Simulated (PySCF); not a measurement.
```xyz
2

B     0.0000    0.0000   -1.2594
P     0.0000    0.0000    0.4476
```

These are results of PBE0/aug-pcseg-1, non-relativistic, at a bond length of 1.707 Å in PySCF 2.14.0, not measurements.

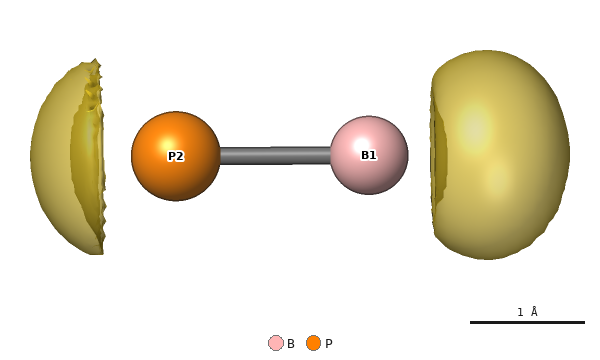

BP (charge −1, doublet). Isosurface of the electron localisation function at 0.9 (yellow), seen from one side. Core shells and regions of very low density are left out.

Q: Where are the electrons localised?

A: The surface consists of one lobe on B, pointing away from the bonds (non-bonding electrons) and one lobe on P, pointing away from the bonds (non-bonding electrons). Profiles from the grid: B–P (1.71 Å): the ELF peaks at about 0.85 between the atoms; localised, covalent bonding.
